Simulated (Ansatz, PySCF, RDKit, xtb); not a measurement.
# GeNH4O: a search for the lowest isomer, part 2 of 2

Only the formula GeNH4O is given (odd number of electrons). Aim: find the structure of lowest free energy at 298.15 K, then its properties.

xtb, Ansatz and PySCF; isolated molecules.

## 12. c977 at CCSD(T)/def2-SVP

Input file input.yaml:

```yaml
basis:
  gaussian: {orbitals: def2-SVP}
crystal:
  periodic: [false, false, false]
  atoms:
    - {symbol: Ge, position_ang: [-0.510523, -0.924308, 0.494211]}
    - {symbol: "N", position_ang: [-1.482891, 0.574118, -0.039872]}
    - {symbol: O, position_ang: [1.218758, -0.577343, 0.115982]}
    - {symbol: H, position_ang: [1.653383, -0.054130, 0.802201]}
    - {symbol: H, position_ang: [-0.905350, -2.043833, -0.525660]}
    - {symbol: H, position_ang: [-1.195452, 1.462991, 0.369768]}
    - {symbol: H, position_ang: [-2.495226, 0.485614, 0.055861]}
magnetization: {spin_polarized: true, initial_magnetization: 1}
correlation: {method: ccsd_t, frozen_orbitals: {H: 0, "N": 1, Ge: 9, O: 1}}
scf: {omitted_lower_state_checks: [cluster_reference]}
```

Started as:

```console
$ ansatz run input.yaml --threads 1 --pin off --max-ram 2610MiB --events-out events.jsonl --progress --plain --runs-dir runs
```

The program printed, shortened:

```text
Warning: RAYON_NUM_THREADS=1 ignored (pool sized by the plan → 1); use --threads N
Functional definition: HF
  name "HF"
[...]
795 factors; integrals over basis functions are off by at most 1.3e-3 eV
[...]
mean field -60045.58762212 eV, -2206.6346447520 hartree, gradient 3.1e-6 eV, S^2 0.760540; 0 other end points of the search recorded, 0 dependent functions left out
11 core orbitals not correlated: weight in the atoms' cores, before any rotation towards them, 1.000 or more for the frozen orbitals, at most 0.000 for the correlated occupied ones
reference -60045.58762212 eV, -2206.6346447520 hartree; 15, 14 occupied and 54, 55 virtual orbitals, 795 factors
second order -15.74802951 eV of doubles, -0.00000000 eV of singles
cycle   1  -15.63046090 eV  change    1.2e-1 eV  update   9.9e-2
[...]
cycle  12  -16.18300657 eV  change   -5.7e-7 eV  update   1.0e-5
perturbative correction -0.43029224 eV, -0.0158129482 hartree
Total energy: -60062.20092093 eV, -2207.2451722222 hartree
Checks for a lower state left out: cluster_reference
```

Wall time 12 s (1 thread of Intel Xeon 6975P-C (Granite Rapids), shared host).

## 13. The ranking

Energies in kcal/mol from c862; G adds the thermal terms to the CCSD(T)/def2-SVP + MP2/def2-TZVPP - MP2/def2-SVP energy. The columns left of the relaxed level are at the tight-binding geometries.

| label | SMILES | spin | GFN2-xTB | HF/STO-3G | r2SCAN-D4/def2-SVP | B3LYP-D3(BJ)/def2-SVP | HF/def2-SVP | MP2/def2-SVP | CCSD(T)/def2-SVP + MP2/def2-TZVPP - MP2/def2-SVP | G | share at equilibrium | T1 |
| --- | --- | --- | --- | --- | --- | --- | --- | --- | --- | --- | --- | --- |
| c862 | [NH2][GeH][OH] | doublet | 0.0 | 0.0 | 0.0 | 0.0 | 0.0 | 0.0 | 0.0 | 0.0 | 59.9 % | 0.015 |
| c977 | [NH2][GeH][OH] | doublet | 0.8 | -0.8 | 1.2 | 0.6 | 0.6 | 0.6 | 0.6 | 0.2 | 40.1 % | 0.015 |
| c721a | [NH][GeH2][OH] | doublet | 39.3 | -12.5 | 29.8 | 28.3 | 13.8 | 29.0 | 26.7 | 23.9 | < 0.1 % | 0.012 |

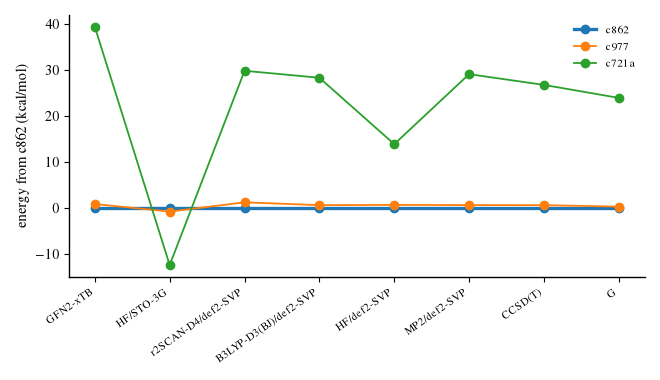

The finalists at each level, measured from c862.

Lowest found: c862, `[NH2][GeH][OH]`, a doublet of point group C1. Bond lengths: Ge1–N2 1.845 Å, Ge1–O3 1.806 Å, N2–H4 1.019 Å, O3–H5 0.966 Å, Ge1–H6 1.581 Å, N2–H7 1.019 Å. Angles: N2–Ge1–O3 100.3°, Ge1–N2–H4 116.6°, Ge1–N2–H7 115.7°, N2–Ge1–H6 104.8°, O3–Ge1–H6 110.7°, Ge1–O3–H5 111.8°, H4–N2–H7 109.7°.

```xyz
7

Ge    0.0405   -0.3503   -0.3312
N     1.5902    0.2005    0.5060
O    -0.1474    0.9607   -1.5587
H     1.9511   -0.4058    1.2406
H    -1.0198    0.9411   -1.9743
H     0.4230   -1.7167   -1.0286
H     1.5993    1.1684    0.8249
```

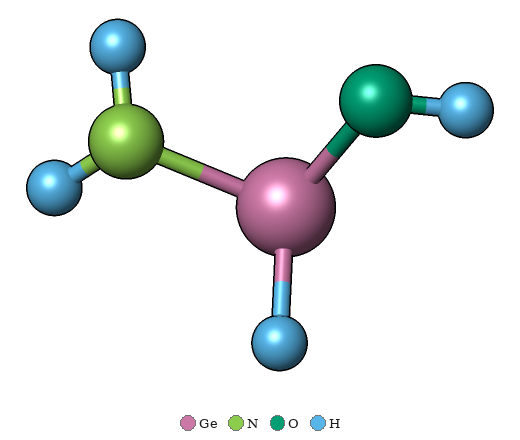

The lowest structure found, seen from a chosen angle (germanium pink, nitrogen green, oxygen teal, hydrogen blue).

## 14. Density, orbitals and dipole (PBE0/def2-TZVPD)

Input file input.yaml:

```yaml
crystal:
  periodic: [false, false, false]
  atoms:
    - symbol: Ge
      position_ang: [0.040528, -0.350350, -0.331191]
    - symbol: "N"
      position_ang: [1.590174, 0.200540, 0.506024]
    - symbol: O
      position_ang: [-0.147439, 0.960670, -1.558698]
    - symbol: H
      position_ang: [1.951093, -0.405823, 1.240579]
    - symbol: H
      position_ang: [-1.019790, 0.941077, -1.974308]
    - symbol: H
      position_ang: [0.422982, -1.716704, -1.028585]
    - symbol: H
      position_ang: [1.599273, 1.168410, 0.824939]
basis:
  gaussian:
    orbitals: def2-TZVPD
magnetization:
  spin_polarized: true
  initial_magnetization: 1
hamiltonian:
  xc: pbe0
output: {forces: true, orbitals: {seedname: orbitals}}
```

Started as:

```console
$ ansatz run input.yaml --threads 1 --pin off --max-ram 2610MiB --events-out events.jsonl --progress --plain --runs-dir runs
```

The program printed, shortened:

```text
Warning: RAYON_NUM_THREADS=1 ignored (pool sized by the plan → 1); use --threads N
Functional definition: PBE0
  name "PBE0"
[...]
993 factors; their error is unknown
[...]
mean field -60110.95101069 eV, -2209.0367049770 hartree, gradient 3.0e-5 eV, S^2 0.754254; 0 other end points of the search recorded, 0 dependent functions left out
[...]
reference -60110.95104640 eV, -2209.0367062892 hartree; 26, 25 occupied and 141, 142 virtual orbitals, 993 factors
[...]
Atom 2 at    -0.147439     0.960670    -1.558698 Å, force    -0.267234    -0.248294     0.081334 eV/Å
Atom 3 at     1.951093    -0.405823     1.240579 Å, force    -0.150088     0.202443    -0.240906 eV/Å
Atom 4 at    -1.019790     0.941077    -1.974308 Å, force     0.282833     0.017479     0.126959 eV/Å
Atom 5 at     0.422982    -1.716704    -1.028585 Å, force    -0.087204     0.133389     0.060732 eV/Å
Atom 6 at     1.599273     1.168410     0.824939 Å, force    -0.026719    -0.329942    -0.090086 eV/Å
Dipole moment:    -0.181714    -0.118261     0.280227 e Å
```

Run time: 6 s. Hardware: 1 thread of Intel Xeon 6975P-C (Granite Rapids), shared host.

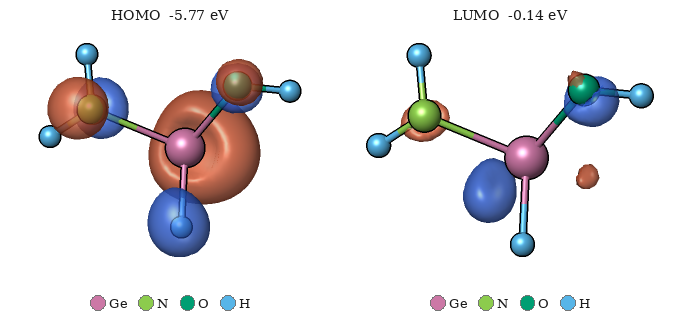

Frontier orbitals of this run (spin up), surfaces at ±0.2 Å^-3/2.

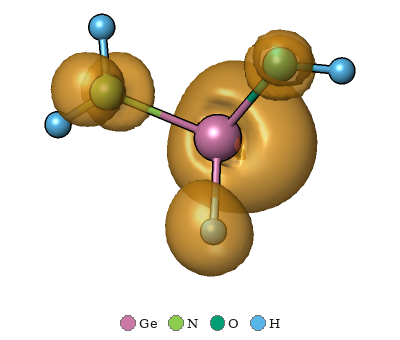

Spin density, surfaces at ±0.03 e/Å³.

## 15. Frequencies after a tight-binding relaxation (GFN2-xTB)

Input file start.xyz:

```xyz
7
c862
Ge     0.040528    -0.350350    -0.331191
N      1.590174     0.200540     0.506024
O     -0.147439     0.960670    -1.558698
H      1.951093    -0.405823     1.240579
H     -1.019790     0.941077    -1.974308
H      0.422982    -1.716704    -1.028585
H      1.599273     1.168410     0.824939
```

Started as:

```console
$ xtb start.xyz --gfn 2 --ohess tight --uhf 1
```

The program printed, shortened:

```text
[...]
         ::                     SUMMARY                     ::
         :::::::::::::::::::::::::::::::::::::::::::::::::::::
         :: total energy             -10.945884927186 Eh    ::
         :: gradient norm              0.000409100048 Eh/a0 ::
         :: HOMO-LUMO gap              6.196636128246 eV    ::
         ::.................................................::
         :: SCC energy               -11.012111865974 Eh    ::
         :: -> isotropic ES            0.028432651998 Eh    ::
         :: -> anisotropic ES          0.000489407215 Eh    ::
         :: -> anisotropic XC          0.002544988210 Eh    ::
         :: -> dispersion             -0.002758347693 Eh    ::
         :: repulsion energy           0.066226938788 Eh    ::
         :: add. restraining           0.000000000000 Eh    ::
         :: total charge               0.000000000000 e     ::
         :::::::::::::::::::::::::::::::::::::::::::::::::::::
[...]
          | TOTAL ENERGY              -10.945884927196 Eh   |
          | TOTAL ENTHALPY            -10.898245644442 Eh   |
          | TOTAL FREE ENERGY         -10.933012324765 Eh   |
          | GRADIENT NORM               0.000409075096 Eh/α |
[...]
```

Run time: 0.099 s. Hardware: 1 thread of Intel Xeon 6975P-C (Granite Rapids), shared host.

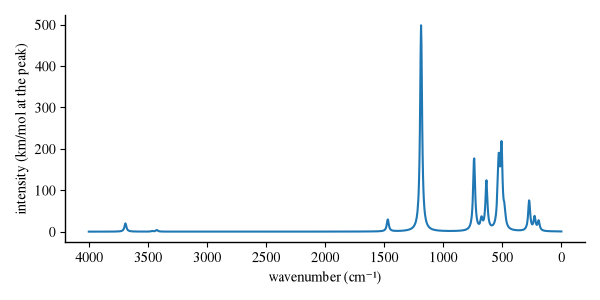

Harmonic infrared spectrum, unscaled, lines broadened by 10 cm⁻¹.

## 16. Electronic excitations (TD-B3LYP/def2-SVPD)

Input file calc.py:

```python
# [NH2][GeH][OH]
from pyscf import gto, dft, tdscf

system = gto.M(
    atom=[
    ('Ge', (0.040528, -0.350350, -0.331191)),
    ('N', (1.590174, 0.200540, 0.506024)),
    ('O', (-0.147439, 0.960670, -1.558698)),
    ('H', (1.951093, -0.405823, 1.240579)),
    ('H', (-1.019790, 0.941077, -1.974308)),
    ('H', (0.422982, -1.716704, -1.028585)),
    ('H', (1.599273, 1.168410, 0.824939)),
],
    basis='def2-svpd',
    max_memory=1860,
    spin=1,
    verbose=3,
    charge=0,
)

mf = dft.UKS(system)
mf.xc = 'b3lyp'
mf = mf.density_fit(auxbasis='def2-universal-jkfit')
mf.grids.level = 2
mf.max_cycle = 100
mf.kernel()
if not mf.converged:
    mf = mf.newton().run(mf.mo_coeff, mf.mo_occ)

e_final = mf.e_tot
print(f'total energy: {e_final:.8f} hartree')

td = tdscf.TDA(mf)
td.nstates = 5
td.kernel()
td.analyze()
roots = td.e * 27.211386
osc = td.oscillator_strength()
print('state   eV      nm      f')
for i, (w, f) in enumerate(zip(roots, osc), 1):
    print('%3d %9.4f %8.1f %9.5f' % (i, w, 1239.842 / w, f))
```

Started as:

```console
$ OMP_NUM_THREADS=1 python calc.py
```

The program printed:

```text
WARN: HOMO -0.178556211994152 >= LUMO -0.178556211994154

converged SCF energy = -2209.08276359123  <S^2> = 0.7536497  2S+1 = 2.0036464
total energy: -2209.08276359 hartree
Excitation energies (eV)
[3.60140036 4.20560995 4.32448565 4.65711769 5.21087699]

** Excitation energies and oscillator strengths **
state   eV      nm      f
  1    3.6014    344.3   0.03404
  2    4.2056    294.8   0.06000
  3    4.3245    286.7   0.02179
  4    4.6571    266.2   0.02191
  5    5.2109    237.9   0.03418
```

Run time: 75 s. Hardware: 1 thread of Intel Xeon 6975P-C (Granite Rapids), shared host; peak memory 0.52 GiB.

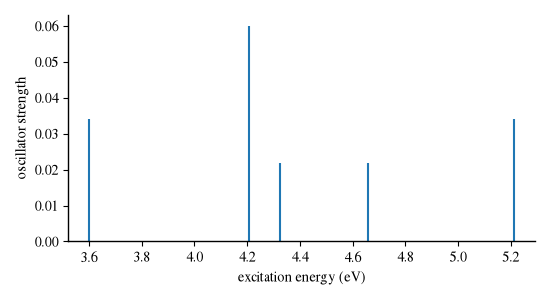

Vertical excitations as sticks.

The roots found:

| excited state | energy (eV) | strength |
| --- | --- | --- |
| 1 | 3.601 | 0.0340 |
| 2 | 4.206 | 0.0600 |
| 3 | 4.324 | 0.0218 |
| 4 | 4.657 | 0.0219 |
| 5 | 5.211 | 0.0342 |

## 17. The cation at the same geometry (PBE0/def2-TZVPD)

Input file input.yaml:

```yaml
crystal:
  periodic: [false, false, false]
  atoms:
    - {symbol: Ge, position_ang: [0.040528, -0.350350, -0.331191]}
    - {symbol: N, position_ang: [1.590174, 0.200540, 0.506024]}
    - {symbol: O, position_ang: [-0.147439, 0.960670, -1.558698]}
    - {symbol: H, position_ang: [1.951093, -0.405823, 1.240579]}
    - {symbol: H, position_ang: [-1.019790, 0.941077, -1.974308]}
    - {symbol: H, position_ang: [0.422982, -1.716704, -1.028585]}
    - {symbol: H, position_ang: [1.599273, 1.168410, 0.824939]}
basis:
  gaussian:
    orbitals: def2-TZVPD
total_charge: 1
hamiltonian:
  xc: {name: PBE0}
```

Started as:

```console
$ ansatz run input.yaml --threads 1 --pin off --max-ram 2610MiB --events-out events.jsonl --progress --plain --runs-dir runs
```

The program printed, shortened:

```text
Warning: RAYON_NUM_THREADS=1 ignored (pool sized by the plan → 1); use --threads N
Functional definition: PBE0
  name "PBE0"
[...]
993 factors; their error is unknown
[...]
mean field -60102.96279148 eV, -2208.7431433356 hartree, gradient 1.9e-5 eV, S^2 0.000000; 0 other end points of the search recorded, 0 dependent functions left out
reference -60102.96282296 eV, -2208.7431444925 hartree; 25, 25 occupied and 142, 142 virtual orbitals, 993 factors
Total energy: -60102.96282296 eV, -2208.7431444925 hartree
```

Run time: 2.9 s. Hardware: 1 thread of Intel Xeon 6975P-C (Granite Rapids), shared host.

Difference from the parent: 7.99 eV. Only this spin of the product was run; a higher spin can lie lower.

## 18. The anion at the same geometry (PBE0/def2-TZVPD)

Edit input.yaml of step 17 so:

```diff
@@ -13,4 +13,6 @@
     orbitals: def2-TZVPD
-total_charge: 1
+total_charge: -1
 hamiltonian:
-  xc: {name: PBE0}
+  xc: pbe0
+scf:
+  lower_state_search: "off"
```

Started as:

```console
$ ansatz run input.yaml --threads 1 --pin off --max-ram 2610MiB --events-out events.jsonl --progress --plain --runs-dir runs
```

The program printed, shortened:

```text
Warning: RAYON_NUM_THREADS=1 ignored (pool sized by the plan → 1); use --threads N
Functional definition: PBE0
  name "PBE0"
[...]
993 factors; their error is unknown
[...]
mean field -60111.66702072 eV, -2209.0630178600 hartree, gradient 3.5e-6 eV, S^2 0.000000; 0 other end points of the search recorded, 0 dependent functions left out
reference -60111.66705551 eV, -2209.0630191386 hartree; 26, 26 occupied and 141, 141 virtual orbitals, 993 factors
Total energy: -60111.66705551 eV, -2209.0630191386 hartree
Checks for a lower state left out: stability, starts, cluster_reference, orbital_swaps, neighbouring_geometries, increment
```

Wall time 1.9 s (1 thread of Intel Xeon 6975P-C (Granite Rapids), shared host).

Parent less the species with the added electron: 0.72 eV.

## 19. The quartet at the same geometry (PBE0/def2-TZVPD)

Edit input.yaml of step 18 so:

```diff
@@ -4,3 +4,3 @@
     - {symbol: Ge, position_ang: [0.040528, -0.350350, -0.331191]}
-    - {symbol: N, position_ang: [1.590174, 0.200540, 0.506024]}
+    - {symbol: "N", position_ang: [1.590174, 0.200540, 0.506024]}
     - {symbol: O, position_ang: [-0.147439, 0.960670, -1.558698]}
@@ -13,6 +13,6 @@
     orbitals: def2-TZVPD
-total_charge: -1
+magnetization:
+  spin_polarized: true
+  initial_magnetization: 3
 hamiltonian:
   xc: pbe0
-scf:
-  lower_state_search: "off"
```

Started as:

```console
$ ansatz run input.yaml --threads 1 --pin off --max-ram 2610MiB --events-out events.jsonl --progress --plain --runs-dir runs
```

The program printed, shortened:

```text
Warning: RAYON_NUM_THREADS=1 ignored (pool sized by the plan → 1); use --threads N
Functional definition: PBE0
  name "PBE0"
[...]
993 factors; their error is unknown
[...]
mean field -60104.94498849 eV, -2208.8159877319 hartree, gradient 1.4e-5 eV, S^2 3.756816; 5 other end points of the search recorded, 0 dependent functions left out
reference -60104.94502762 eV, -2208.8159891702 hartree; 27, 24 occupied and 140, 143 virtual orbitals, 993 factors
Total energy: -60104.94502762 eV, -2208.8159891702 hartree
```

Wall time 12 s (1 thread of Intel Xeon 6975P-C (Granite Rapids), shared host).

It lies 6.01 eV above the doublet.

## 20. Stability of the SCF solution (PBE0/def2-SVP)

Input file job.py:

```python
from pyscf import gto, dft

system = gto.Mole()
system.atom = '''
Ge     0.040528    -0.350350    -0.331191
N      1.590174     0.200540     0.506024
O     -0.147439     0.960670    -1.558698
H      1.951093    -0.405823     1.240579
H     -1.019790     0.941077    -1.974308
H      0.422982    -1.716704    -1.028585
H      1.599273     1.168410     0.824939
'''
system.max_memory = 1860
system.spin = 1
system.basis = 'def2-svp'
system.charge = 0
system.verbose = 3
system.build()

ks = dft.UKS(system, xc='pbe0')
ks = ks.density_fit(auxbasis='def2-universal-jkfit')
ks.max_cycle = 100
ks.grids.level = 3
ks.kernel()
if not ks.converged:
    ks = ks.newton().run(ks.mo_coeff, ks.mo_occ)

e_final = ks.e_tot
print('E = %.10f Eh' % e_final)
mo_i, mo_e, stable_i, stable_e = ks.stability(internal=True, external=True, return_status=True)
print('stable: internal', stable_i, 'external', stable_e)
```

Started as:

```console
$ OMP_NUM_THREADS=1 python job.py
```

The program printed:

```text
WARN: HOMO -0.174873620239804 >= LUMO -0.174873620239804

converged SCF energy = -2208.60506444697  <S^2> = 0.75381123  2S+1 = 2.0038076
E = -2208.6050644470 Eh
<class 'pyscf.df.df_jk.DFUKS'> wavefunction is stable in the internal stability analysis
<class 'pyscf.df.df_jk.DFUKS'> wavefunction is stable in the real -> complex stability analysis
<class 'pyscf.df.df_jk.DFUKS'> wavefunction has an UHF/UKS -> GHF/GKS instability
stable: internal True external False
```

Run time: 62 s. Hardware: 1 thread of Intel Xeon 6975P-C (Granite Rapids), shared host; peak memory 0.5 GiB.

The stability test raises a flag; for an open shell a flag towards a general spinor solution can be the free rotation of the spin.

## 21. Summary of results

The summary covers parts 1 to 2.

| quantity | value |
| --- | --- |
| lowest structure found | [NH2][GeH][OH], doublet, C1 |
| next finalist | [NH2][GeH][OH], doublet, 0.2 kcal/mol higher in G |
| share at equilibrium, among the finalists | 59.9 % |
| funnel | 36 starts, 18 minima at GFN2-xTB, 5 screening runs, 1 rescued, 3 relaxed, 3 ranked |
| CPU time of all runs | 17 min |
| harmonic wavenumbers, lowest and highest (B3LYP-D3(BJ)/def2-SVP) | 146 and 3840 cm⁻¹ |
| rotational constants, same geometry | 0.4753, 0.2289, 0.1611 cm⁻¹ |
| dipole moment (PBE0/def2-TZVPD) | 1.70 D |
| HOMO energy (highest over α and β) (PBE0/def2-TZVPD) | -5.77 eV |
| LUMO energy (lowest over α and β) (PBE0/def2-TZVPD) | -2.57 eV |
| lowest excitation (TD-B3LYP/def2-SVPD) | 3.60 eV (f = 0.034) |
| strongest of the states computed, same level | 4.21 eV (f = 0.060) |
| vertical ionisation energy (to the singlet cation) | 7.99 eV |
| vertical electron affinity | 0.72 eV |
| vertical quartet less doublet | +6.01 eV |

What this shows: The lowest structure found is `[NH2][GeH][OH]`. The next finalist is drawn with the same bonds. At 0.2 kcal/mol the two aren't resolved. GFN2-xTB, r2SCAN-D4/def2-SVP, B3LYP-D3(BJ)/def2-SVP, HF/def2-SVP and MP2/def2-SVP already put its bonding pattern lowest among the structures in one piece; HF/STO-3G favours the doublet [NH][GeH2][OH]. The largest share of the time went into recheck (36 %). The stability test raises a flag; for an open shell a flag towards a general spinor solution can be the free rotation of the spin. Lowest found is not proven lowest: the search is finite, and each finalist counts with one conformer. Patterns outside the rules of the enumeration were met only by chance.
